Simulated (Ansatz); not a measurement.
# How the smearing shapes the phonons of LiNb2 in the C11b ordering, part 2 of 2

Does LiNb2 in the C11b ordering have a Kohn anomaly or a soft branch that a wide smearing hides? The first relaxation steps of the session are not shown, so no cell shown is the starting entry, unless a step says so.

Ansatz 0.2.0; DFT LDA, scalar-relativistic, plane waves, PAW.

So far. Step 4 (Wavevectors along a line: Fermi–Dirac smearing of 0.25 …): Against step 3 (now smearing width 0.25 eV), the free energy moves by -64.4 meV an atom. Step 5 (Phonons along a line: Fermi–Dirac smearing of 0.04 eV): Against step 3 (now smearing width 0.04 eV), the free energy moves by +10.0 meV an atom. The relaxed cell has a = 3.323, c = 8.306 Å (conventional setting).

The structure was built from a prototype and need not be the compound's stable phase.

## Step 6: Wavevectors along a line: Methfessel–Paxton smearing of 0.2 eV

The smearing blurs the Fermi surface that screens the phonons; a Methfessel–Paxton width blurs it less than a thermal one.

Input file input.yaml:

```yaml
crystal:
  lattice:
    - [3.3230723021, 0.0, -1.6455e-06]
    - [0.0, 3.3230723021, -1.6455e-06]
    - [1.6615382077, 1.6615382077, 4.1531817239]
  atoms:
    - { symbol: Li, position: [0.0, 0.0, 0.0] }
    - { symbol: Nb, position: [0.6598561032, 0.6598561032, 0.6802877936] }
    - { symbol: Nb, position: [0.3401438968, 0.3401438968, 0.3197122064] }
kpoints:
  mp_grid: { grid: [12, 12, 12] }
hamiltonian:
  xc: lda
scf:
  occupations: { method: methfessel_paxton, width: 0.2 }
output:
  eigenvalues: true
phonons:
  method: dfpt
  qpoints:
    - [0, 0, 0]
    - [0.083333333, 0.083333333, 0.083333333]
    - [0.166666667, 0.166666667, 0.166666667]
    - [0.25, 0.25, 0.25]
    - [0.333333333, 0.333333333, 0.333333333]
    - [0.416666667, 0.416666667, 0.416666667]
    - [0.5, 0.5, 0.5]
```

Run with:

```
ansatz run input.yaml --threads 4 --pin off --max-ram 8192MiB --backend cpu --events-out ev --progress --plain --runs-dir out
```

Numbers of over 12 decimals in the logs are rounded to 6 here.

The log of the run:

```text
[...]
Crystal: 3 atoms, lattice volume = 45.863 Å³
Basis set: ecut = 420 eV, 897 PW (Γ), exchange–correlation on 64×64×64 points (8 copies of the dense FFT grid, shifted against one another)
Bands: 19, of which v1, the nominal top of the filled ones, is band 15 counted from 1 (14 counted from 0)
Symmetry: 16 space group operations
k-points: 163 of 1728
[...]
SCF iter   1: F=—  HF=-9085.627953 eV  |F-HF|=—  |Δ(HF+E_count)|=         —  Δρ=8.38e-3  dr2=9.23e-3  ethr=1.77e-3  ⟨swp⟩=5.0  Hψ=13793  notcnv=0
[...]
SCF iter   9: F=-9085.621213 eV  HF=-9085.621213 eV  |F-HF|=0.00e0  |Δ(HF+E_count)|=  3.64e-12  S|Δr|=    0.00e0  Δρ=3.87e-8  dr2=6.28e-13  ethr=1.00e-12  ⟨swp⟩=4.5  Hψ=11133  notcnv=0
SCF 1 converged in 9 iterations: F = -9085.621213 eV  dr2 = 6.28e-13
[...]
SCF converged after 9 iterations
Stability not checked: this state was not tested for a lower state beside it, because cold or Methfessel-Paxton smearing, or corrected tetrahedra, fill the levels in a way that the test cannot read (fill_not_monotonic; see scf.lower_state_search)
Free energy (F): -9085.621213 eV
[...]
Internal energy: -9085.620897 eV  (E = F + TS)
E sigma→0 (E₀):  -9085.621134 eV
Entropy (-TS):   -0.000316 eV (-0.105 meV/atom)
Fermi energy:    14.421323 eV
[...]
--- Band table (eV; the first three rows and the last of 163) ---
  k-point 0: bands = [... 11 lower, 12.2071, 14.7701, 14.9442, 15.2672, 15.3071, 15.3071, 16.0469, 16.0469]
  k-point 1: bands = [... 11 lower, 12.1301, 14.7547, 15.0425, 15.1325, 15.1325, 15.2846, 16.2739, 16.2739]
  k-point 2: bands = [... 11 lower, 11.9394, 14.6495, 14.8423, 14.8423, 15.3031, 15.3337, 16.7225, 16.7225]
  k-point 162: bands = [... 11 lower, 12.3728, 12.3728, 14.7395, 14.7395, 15.6551, 18.2316, 18.5117, 18.8428]
[...]
ASR residual: 9.353e-6 → 0.000e0 eV/Å²; symmetrization residual: 2.296e-4 eV/Å²
  ASR residual per site (eV/Å²): 9.35e-6 4.84e-6 4.84e-6
  Γ frequencies (cm⁻¹): 0.00 0.00 0.00 143.54 143.54 153.34 458.21 483.35 483.35
[...]
--- Phonons (arbitrary-q DFPT): 7 explicit q-points ---
[...]
```

Run time: 7 min. Hardware: 4 threads of Arm Neoverse V2, shared host; peak memory 3 GiB.

Each wavevector solved by linear response. Frequency against |q| along the line; 7 of 9 lines:

```tsv
|q| along the line (Å⁻¹)	mode 1 (cm⁻¹)	mode 2 (cm⁻¹)	mode 3 (cm⁻¹)	mode 4 (cm⁻¹)	mode 5 (cm⁻¹)	mode 6 (cm⁻¹)	mode 7 (cm⁻¹)
0.000	0	0	0	144	144	153	458
0.223	3.59	34.9	61.4	136	138	161	458
0.446	25.4	69.0	112	121	144	172	460
0.668	40.8	103	105	129	157	185	460
0.891	48.4	105	121	135	165	185	458
1.114	53.0	97.3	114	156	168	179	459
1.337	56.1	92.6	109	162	171	176	460
```

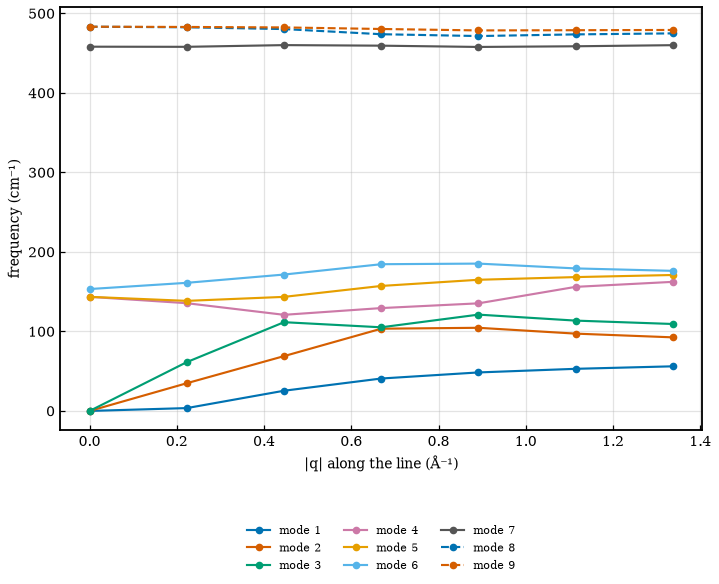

Frequency, plotted against |q| along the line.

Against step 3 (now occupations Methfessel-Paxton and smearing width 0.2 eV), the free energy moves by +11.9 meV an atom.

## Step 7: The lowest branch at each setting

Table of lowest frequency by |q| along the line:

```tsv
|q| along the line (Å⁻¹)	fermi dirac 0.1 eV, k 12x12x12 (cm⁻¹)	fermi dirac 0.25 eV, k 12x12x12 (cm⁻¹)	fermi dirac 0.04 eV, k 12x12x12 (cm⁻¹)	methfessel paxton 0.2 eV, k 12x12x12 (cm⁻¹)
0.000	0	0	0	0
0.223	6.35	10.7	5.05	3.59
0.446	26.2	26.9	24.3	25.4
0.668	42.1	42.3	41.0	40.8
0.891	50.9	52.7	47.0	48.4
1.114	55.5	58.1	51.7	53.0
1.337	57.4	59.7	56.2	56.1
```

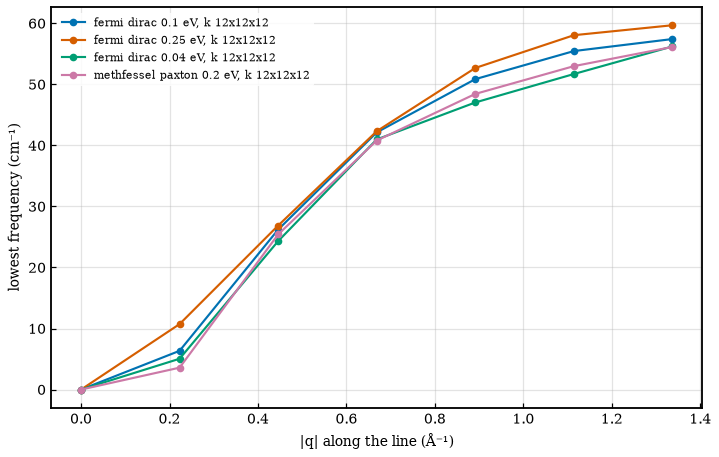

Lowest frequency, plotted against |q| along the line.

## Step 8: Outcome

```json
{
 "phonon run of the rows without a label of their own": "LDA, k 12×12×12",
 "lowest branch at the last solved point, Fermi–Dirac 0.1 eV": "57.4 cm⁻¹ at |q| = 1.34 Å⁻¹",
 "lowest branch at the last solved point, Fermi–Dirac 0.25 eV": "59.7 cm⁻¹ at |q| = 1.34 Å⁻¹",
 "lowest branch at the last solved point, Fermi–Dirac 0.04 eV": "56.2 cm⁻¹ at |q| = 1.34 Å⁻¹",
 "lowest branch at the last solved point, Methfessel–Paxton 0.2 eV": "56.1 cm⁻¹ at |q| = 1.34 Å⁻¹"
}
```

A branch softens as the smearing narrows, the mark of a Kohn anomaly. The line holds 7 wavevectors, so a narrow dip between them would be missed. Between Fermi–Dirac 0.25 eV and Fermi–Dirac 0.04 eV the largest change, with modes counted by rank of frequency, is in mode 3 at |q| = 1.34 Å⁻¹, from 147 to 109 cm⁻¹, a softening that marks strong screening by the Fermi surface at that wavevector. Where branches cross, a count by rank can hide a softening. At the narrowest width the k mesh may not resolve the Fermi surface, so part of the change can be mesh noise. The structure was built by hand as an ordered model, and its stability against other phases was not tested.

[Logs are printed without paths, hosts, clocks, repeated set-up lines and the standing remarks that a program may print on its own settings, such as how far it seeks lower states.]

[Hosts, paths, dates, database ids (printed as entryN), source tags and the programs' standing remarks are cut or masked in the printed files.]
